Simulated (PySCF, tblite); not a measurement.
**1,2-Dichloro-1,1,2,2-tetrafluoroethane (C₂Cl₂F₄): isotopologues and vibrational averages**

Aim: rotational constants, zero-point energies and shieldings of isotopologues of 1,2-Dichloro-1,1,2,2-tetrafluoroethane (C₂Cl₂F₄) (`FC(F)(Cl)C(F)(F)Cl`).

Computed with tblite 0.8.0 (tight binding) and PySCF 2.14.0 (DFT, with response routines of our own); each step states its level. Atoms count from 0 throughout.

## Step 1: The starting structure

8 atoms, charge 0, multiplicity 1; geometry from: force field or distance geometry start.

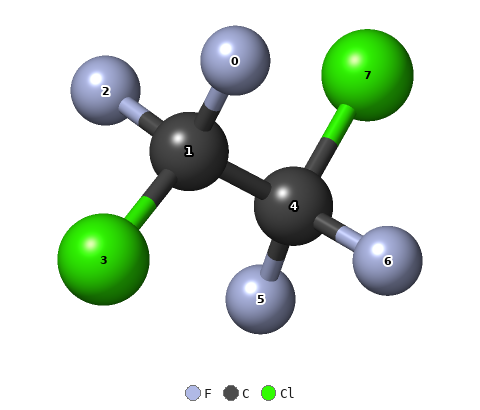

The starting geometry (fluorine light blue, carbon dark grey, chlorine green), atoms numbered.

## Step 2: GFN2-xTB relaxation, lowest of a short conformer search

The job: settings as JSON, then the geometry in Å.

```
{"job": {"xc": "GFN2-xTB", "basis": "xTB", "kind": "relax"}, "charge": 0, "multiplicity": 1}
F      1.071600     1.378500    -0.190800
C      0.717300     0.088300     0.143200
F      0.823500    -0.063400     1.574100
Cl     1.880900    -0.954500    -0.669700
C     -0.708400    -0.158800    -0.174700
F     -1.176400    -1.411000     0.082800
F     -0.944300     0.070600    -1.568600
Cl    -1.628000     1.088000     0.705400
```

Command:

```console
$ OMP_NUM_THREADS=1 python ens_run.py task.json out
```

One launch serves the whole session.

The program printed:

```text
step      E/eV     max force
  0    -878.16937    2.912
  1    -878.46390    1.482
  2    -878.53221    0.773
  3    -878.54994    0.402
  4    -878.57113    0.301
  5    -878.57643    0.307
  6    -878.58591    0.234
  7    -878.58997    0.184
  8    -878.59446    0.190
  9    -878.59782    0.171
 10    -878.60125    0.135
 11    -878.60384    0.133
 12    -878.60587    0.110
 13    -878.60734    0.102
 14    -878.60817    0.067
 15    -878.60850    0.041
 16    -878.60861    0.026
 17    -878.60866    0.026
 18    -878.60871    0.024
 19    -878.60876    0.020
 20    -878.60878    0.013
 21    -878.60879    0.005
 22    -878.60879    0.004
```

Run time: 0.09 s. Hardware: 1 thread of AMD EPYC 9R45, shared host.

Gain 0.439 eV; displacement 0.10 Å root mean square.

## Step 3: Tight optimisation and Hessian

The job: settings as JSON, then the geometry in Å.

```
{"job": {"xc": "PBE0", "basis": "pcSseg-1", "grid": 2, "temperatures": [300, 700], "kind": "geom"}, "charge": 0, "multiplicity": 1}
F      1.110589     1.368294    -0.116375
C      0.747433     0.116493     0.177854
F      0.907406    -0.038131     1.495481
Cl     1.786812    -1.031025    -0.692762
C     -0.738156    -0.106788    -0.202866
F     -1.100532    -1.358718     0.091940
F     -0.899655     0.047808    -1.520231
Cl    -1.777669     1.039715     0.668697
```

The program printed:

```text
step   0  E = -37963.5088092 eV  max force = 0.46417
step   1  E = -37963.5267561 eV  max force = 0.28548
step   2  E = -37963.5291402 eV  max force = 0.02947
step   3  E = -37963.5291700 eV  max force = 0.00724
step   4  E = -37963.5291787 eV  max force = 0.00147
step   5  E = -37963.5291787 eV  max force = 0.00275
step   6  E = -37963.5291801 eV  max force = 0.00058
step   7  E = -37963.5291801 eV  max force = 0.00058
harmonic wavenumbers (cm-1): 65.8 166.6 221.9 255.5 325.8 361.9 378.5 440.2 446.6 550.3 615.6 718.2 857.9 1077.2 1178.5 1233.8 1248.2 1315.1
```

Wall time 6 min (1 thread of AMD EPYC 9R45, shared host); peak memory 0.64 GiB.

## Step 4: Displacements along the modes, parent

The job: settings as JSON, then the geometry in Å.

```
{"job": {"xc": "PBE0", "basis": "pcSseg-1", "grid": 2, "temperatures": [300, 700], "kind": "vib", "mass_numbers": [19, 12, 19, 35, 12, 19, 19, 35]}, "charge": 0, "multiplicity": 1}
F      1.096757     1.359590    -0.136226
C      0.748557     0.115358     0.177390
F      0.893587    -0.057490     1.487644
Cl     1.785802    -1.024365    -0.687406
C     -0.739500    -0.105946    -0.201953
F     -1.087704    -1.350173     0.111683
F     -0.884524     0.066879    -1.512210
Cl    -1.776746     1.033795     0.662818
```

The program printed:

```text
mode    cm-1    km/mol   phi_rrr   E(+)/cm-1  E(-)/cm-1
  1     65.78     0.18       0.0      12.03      12.05
  2    166.63     1.45      -0.0      30.03      30.03
  3    221.92     2.07       0.0      40.06      40.05
  4    255.50     0.00      19.9      46.77      45.23
  5    325.76     0.00       0.3      58.65      58.66
  6    361.89     0.00      14.3      65.67      64.65
  7    378.47     0.80       0.0      68.14      68.14
  8    440.24     0.76      -0.0      79.26      79.25
  9    446.60     0.00     -41.5      78.96      81.87
 10    550.26     0.00      -0.0      99.04      99.05
 11    615.64    13.43      -0.0     110.85     110.84
 12    718.17     0.00     -53.3     127.32     131.22
 13    857.85   407.21       0.0     154.52     154.52
 14   1077.20     0.00     -74.7     191.05     196.52
 15   1178.50   401.24      -0.0     212.18     212.17
 16   1233.79     0.00      -1.0     222.32     222.37
 17   1248.21   431.62      -0.0     224.84     224.84
 18   1315.12     0.00    -140.4     231.87     241.96
```

Run time: 5.7 min. Hardware: 1 thread of AMD EPYC 9R45, shared host; peak memory 0.75 GiB.

## Step 5: Displacements along the modes, 13C at atom 1

The job: settings as JSON, then the geometry in Å.

```
{"job": {"xc": "PBE0", "basis": "pcSseg-1", "grid": 2, "temperatures": [300, 700], "kind": "vib", "mass_numbers": [19, 13, 19, 35, 12, 19, 19, 35]}, "charge": 0, "multiplicity": 1}
F      1.096757     1.359590    -0.136226
C      0.748557     0.115358     0.177390
F      0.893587    -0.057490     1.487644
Cl     1.785802    -1.024365    -0.687406
C     -0.739500    -0.105946    -0.201953
F     -1.087704    -1.350173     0.111683
F     -0.884524     0.066879    -1.512210
Cl    -1.776746     1.033795     0.662818
```

The program printed:

```text
mode    cm-1    km/mol   phi_rrr   E(+)/cm-1  E(-)/cm-1
  1     65.77     0.17       0.0      12.03      12.04
  2    166.46     1.45       0.0      30.00      29.99
  3    221.70     2.08       0.0      40.02      40.01
  4    255.32     0.00      19.9      46.74      45.20
  5    325.76     0.00       0.3      58.65      58.66
  6    361.66     0.00      14.4      65.63      64.60
  7    377.64     0.82       0.0      67.99      67.99
  8    440.21     0.79       0.1      79.26      79.24
  9    446.59     0.00     -41.6      78.95      81.87
 10    548.45     0.00      -0.0      98.72      98.72
 11    613.27    14.01       2.1     110.50     110.34
 12    715.84     0.05     -52.3     126.93     130.77
 13    842.50   391.68      13.9     152.26     151.25
 14   1059.00     2.40      67.1     192.98     188.05
 15   1162.81   382.81     -17.2     208.72     209.97
 16   1203.09   115.75      -0.8     216.92     216.96
 17   1242.81   303.88       1.1     224.09     224.03
 18   1294.60     5.05    -121.8     228.82     237.57
```

It took 6 min on 1 thread of AMD EPYC 9R45, shared host; peak memory 0.75 GiB.

## Step 6: Vibrational averages by isotopologue

The job: settings as JSON, then the geometry in Å.

```
{"job": {"xc": "PBE0", "basis": "pcSseg-1", "grid": 2, "temperatures": [300, 700], "kind": "iso"}, "charge": 0, "multiplicity": 1}
F      1.096757     1.359590    -0.136226
C      0.748557     0.115358     0.177390
F      0.893587    -0.057490     1.487644
Cl     1.785802    -1.024365    -0.687406
C     -0.739500    -0.105946    -0.201953
F     -1.087704    -1.350173     0.111683
F     -0.884524     0.066879    -1.512210
Cl    -1.776746     1.033795     0.662818
```

The program printed:

```text
parent
  Be/MHz 2231.133 1158.752 1042.907
  B0/MHz 2218.612 1152.1 1036.791
  ZPE/cm-1 5728.8
  <sigma>(0 K)/ppm 242.783 52.059 242.773 623.827 52.059 242.782 242.775 623.829
13C at atom 1
  Be/MHz 2228.745 1157.803 1041.617
  B0/MHz 2216.398 1151.227 1035.579
  ZPE/cm-1 5671.7
  <sigma>(0 K)/ppm 242.942 52.088 242.932 624.060 52.064 242.803 242.796 623.880
```

It took 18 min on 1 thread of AMD EPYC 9R45, shared host; peak memory 0.75 GiB. This counts the whole study up to here.

Rotational constants (MHz) at equilibrium and in the ground state:

| isotopologue | Be | B0 | zero-point change (cm⁻¹) |
| --- | --- | --- | --- |
| parent | 2231.1, 1158.8, 1042.9 | 2218.6, 1152.1, 1036.8 | 0.0 |
| 13C at atom 1 | 2228.7, 1157.8, 1041.6 | 2216.4, 1151.2, 1035.6 | -57.0 |

Shieldings of the first species (ppm): at equilibrium, the vibrational parts at 0 K, and the averages:

| atom | equilibrium | anharmonic | harmonic | 0 K | 300 K | 700 K |
| --- | --- | --- | --- | --- | --- | --- |
| F0 | 252.04 | -2.42 | -6.84 | 242.78 | 240.65 | 234.41 |
| C1 | 54.10 | -1.21 | -0.83 | 52.06 | 51.52 | 49.99 |
| F2 | 252.04 | -2.44 | -6.83 | 242.77 | 240.63 | 234.38 |
| Cl3 | 640.14 | -5.18 | -11.13 | 623.83 | 618.12 | 601.55 |
| C4 | 54.10 | -1.21 | -0.83 | 52.06 | 51.52 | 49.99 |
| F5 | 252.05 | -2.43 | -6.84 | 242.78 | 240.65 | 234.41 |
| F6 | 252.04 | -2.43 | -6.84 | 242.77 | 240.63 | 234.38 |
| Cl7 | 640.14 | -5.18 | -11.13 | 623.83 | 618.13 | 601.56 |

Isotope effects on the shieldings at 0 K (ppb; positive means more shielded):

| atom | 13C at atom 1 |
| --- | --- |
| F0 | 159 |
| C1 | 29 |
| F2 | 159 |
| Cl3 | 234 |
| C4 | 5 |
| F5 | 21 |
| F6 | 21 |
| Cl7 | 51 |

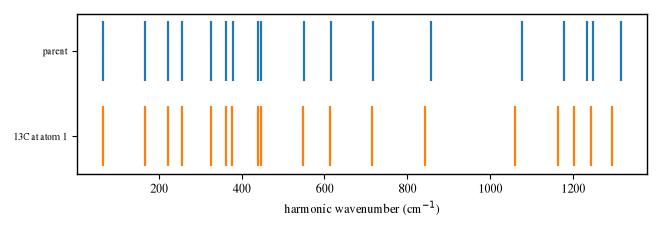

Harmonic wavenumbers of each isotopologue.

## Step 7: Tight optimisation and Hessian, hess_step 0.002; grid 3

The job: settings as JSON, then the geometry in Å.

```
{"job": {"xc": "PBE0", "basis": "pcSseg-1", "grid": 3, "temperatures": [300, 700], "hess_step": 0.002, "kind": "geom"}, "charge": 0, "multiplicity": 1}
F      1.110589     1.368294    -0.116375
C      0.747433     0.116493     0.177854
F      0.907406    -0.038131     1.495481
Cl     1.786812    -1.031025    -0.692762
C     -0.738156    -0.106788    -0.202866
F     -1.100532    -1.358718     0.091940
F     -0.899655     0.047808    -1.520231
Cl    -1.777669     1.039715     0.668697
```

The program printed:

```text
step   0  E = -37963.5086740 eV  max force = 0.46375
step   1  E = -37963.5266310 eV  max force = 0.28492
step   2  E = -37963.5290087 eV  max force = 0.02946
step   3  E = -37963.5290385 eV  max force = 0.00722
step   4  E = -37963.5290472 eV  max force = 0.00147
step   5  E = -37963.5290472 eV  max force = 0.00273
step   6  E = -37963.5290486 eV  max force = 0.00061
step   7  E = -37963.5290486 eV  max force = 0.00061
harmonic wavenumbers (cm-1): 65.7 166.6 221.9 255.4 325.7 361.9 378.4 440.1 446.5 550.2 615.5 718.0 857.7 1076.8 1177.7 1232.5 1247.2 1314.7
```

Wall time 7.1 min (1 thread of AMD EPYC 9R45, shared host); peak memory 0.82 GiB.

## Step 8: Displacements along the modes, hess_step 0.002; grid 3; parent

The job: settings as JSON, then the geometry in Å.

```
{"job": {"xc": "PBE0", "basis": "pcSseg-1", "grid": 3, "temperatures": [300, 700], "hess_step": 0.002, "kind": "vib", "mass_numbers": [19, 12, 19, 35, 12, 19, 19, 35]}, "charge": 0, "multiplicity": 1}
F      1.096746     1.359594    -0.136229
C      0.748552     0.115363     0.177394
F      0.893594    -0.057500     1.487644
Cl     1.785788    -1.024363    -0.687393
C     -0.739495    -0.105951    -0.201956
F     -1.087694    -1.350176     0.111685
F     -0.884531     0.066890    -1.512210
Cl    -1.776732     1.033793     0.662805
```

The program printed:

```text
mode    cm-1    km/mol   phi_rrr   E(+)/cm-1  E(-)/cm-1
  1     65.68     0.18       0.0      12.01      12.02
  2    166.61     1.45       0.0      30.03      30.02
  3    221.88     2.07      -0.0      40.05      40.04
  4    255.43     0.00      19.9      46.75      45.23
  5    325.70     0.00       0.3      58.67      58.62
  6    361.86     0.00      14.3      65.66      64.64
  7    378.45     0.79       0.0      68.14      68.13
  8    440.15     0.76      -0.0      79.24      79.24
  9    446.52     0.00     -41.5      78.94      81.86
 10    550.20     0.00      -0.0      99.02      99.06
 11    615.53    13.40       0.0     110.83     110.83
 12    717.99     0.00     -53.3     127.29     131.20
 13    857.69   407.26      -0.0     154.49     154.49
 14   1076.83     0.00     -74.0     191.03     196.45
 15   1177.74   401.24       0.0     212.09     212.09
 16   1232.53     0.00      -1.3     222.23     222.29
 17   1247.24   431.62       0.2     224.70     224.69
 18   1314.70     0.00    -140.6     231.80     241.91
```

Run time: 6.9 min. Hardware: 1 thread of AMD EPYC 9R45, shared host; peak memory 0.81 GiB.

## Step 9: Displacements along the modes, hess_step 0.002; grid 3; 13C at atom 1

The job: settings as JSON, then the geometry in Å.

```
{"job": {"xc": "PBE0", "basis": "pcSseg-1", "grid": 3, "temperatures": [300, 700], "hess_step": 0.002, "kind": "vib", "mass_numbers": [19, 13, 19, 35, 12, 19, 19, 35]}, "charge": 0, "multiplicity": 1}
F      1.096746     1.359594    -0.136229
C      0.748552     0.115363     0.177394
F      0.893594    -0.057500     1.487644
Cl     1.785788    -1.024363    -0.687393
C     -0.739495    -0.105951    -0.201956
F     -1.087694    -1.350176     0.111685
F     -0.884531     0.066890    -1.512210
Cl    -1.776732     1.033793     0.662805
```

The program printed:

```text
mode    cm-1    km/mol   phi_rrr   E(+)/cm-1  E(-)/cm-1
  1     65.67     0.18       0.0      12.00      12.02
  2    166.44     1.45       0.0      30.00      29.99
  3    221.65     2.08       0.0      40.01      40.00
  4    255.25     0.00      19.9      46.72      45.19
  5    325.70     0.00       0.3      58.66      58.62
  6    361.64     0.00      14.4      65.63      64.60
  7    377.61     0.82       0.0      67.98      67.99
  8    440.11     0.79       0.1      79.24      79.23
  9    446.51     0.00     -41.6      78.94      81.86
 10    548.40     0.00      -0.0      98.70      98.73
 11    613.16    13.98       2.1     110.48     110.33
 12    715.67     0.05     -52.4     126.90     130.75
 13    842.35   391.73      13.8     152.22     151.22
 14   1058.63     2.40      66.4     192.91     188.03
 15   1162.07   382.84     -16.9     208.65     209.88
 16   1201.94   114.47      -0.3     216.87     216.87
 17   1241.75   305.15       0.9     223.98     223.94
 18   1294.18     5.02    -122.1     228.75     237.52
```

Wall time 7.1 min (1 thread of AMD EPYC 9R45, shared host); peak memory 0.82 GiB.

## Step 10: Vibrational averages by isotopologue, second settings

The job: settings as JSON, then the geometry in Å.

```
{"job": {"xc": "PBE0", "basis": "pcSseg-1", "grid": 3, "temperatures": [300, 700], "hess_step": 0.002, "kind": "iso"}, "charge": 0, "multiplicity": 1}
F      1.096746     1.359594    -0.136229
C      0.748552     0.115363     0.177394
F      0.893594    -0.057500     1.487644
Cl     1.785788    -1.024363    -0.687393
C     -0.739495    -0.105951    -0.201956
F     -1.087694    -1.350176     0.111685
F     -0.884531     0.066890    -1.512210
Cl    -1.776732     1.033793     0.662805
```

The program printed:

```text
parent
  Be/MHz 2231.134 1158.763 1042.92
  B0/MHz 2218.56 1152.125 1036.813
  ZPE/cm-1 5726.4
  <sigma>(0 K)/ppm 242.771 52.056 242.758 623.853 52.056 242.769 242.760 623.853
13C at atom 1
  Be/MHz 2228.746 1157.814 1041.629
  B0/MHz 2216.347 1151.252 1035.601
  ZPE/cm-1 5669.4
  <sigma>(0 K)/ppm 242.929 52.085 242.917 624.084 52.061 242.789 242.780 623.901
```

It took 21 min on 1 thread of AMD EPYC 9R45, shared host; peak memory 0.82 GiB. This counts the runs that the step sums up.

Rotational constants (MHz) at equilibrium and in the ground state:

| isotopologue | Be | B0 | zero-point change (cm⁻¹) |
| --- | --- | --- | --- |
| parent | 2231.1, 1158.8, 1042.9 | 2218.6, 1152.1, 1036.8 | 0.0 |
| 13C at atom 1 | 2228.7, 1157.8, 1041.6 | 2216.3, 1151.3, 1035.6 | -57.0 |

Shieldings of the first species (ppm): at equilibrium, the vibrational parts at 0 K, and the averages:

| atom | equilibrium | anharmonic | harmonic | 0 K | 300 K | 700 K |
| --- | --- | --- | --- | --- | --- | --- |
| F0 | 252.05 | -2.43 | -6.84 | 242.77 | 240.63 | 234.37 |
| C1 | 54.10 | -1.21 | -0.83 | 52.06 | 51.52 | 49.98 |
| F2 | 252.04 | -2.45 | -6.84 | 242.76 | 240.61 | 234.34 |
| Cl3 | 640.14 | -5.16 | -11.13 | 623.85 | 618.15 | 601.59 |
| C4 | 54.10 | -1.21 | -0.83 | 52.06 | 51.52 | 49.98 |
| F5 | 252.05 | -2.44 | -6.84 | 242.77 | 240.62 | 234.36 |
| F6 | 252.04 | -2.44 | -6.84 | 242.76 | 240.61 | 234.35 |
| Cl7 | 640.15 | -5.16 | -11.13 | 623.85 | 618.15 | 601.58 |

Isotope effects on the shieldings at 0 K (ppb; positive means more shielded):

| atom | 13C at atom 1 |
| --- | --- |
| F0 | 159 |
| C1 | 29 |
| F2 | 159 |
| Cl3 | 231 |
| C4 | 5 |
| F5 | 20 |
| F6 | 20 |
| Cl7 | 48 |

## Step 11: Outcome

| quantity | value |
| --- | --- |
| point group | C2h |
| B0 of the first species | 2218.6, 1152.1, 1036.8 MHz |
| zero-point energy | 5729 cm⁻¹ |
| zero-point change of σ(Cl3) | -16.31 ppm |

In words: Zero-point motion changes the shielding of Cl3, Cl7 most, by -16.31 ppm. The largest secondary isotope effect is 234 ppb on Cl3, 1 bond from the change (13C at atom 1). The job flags a low mode; perturbation theory is less sure for low modes. Internal rotors are held in one well.
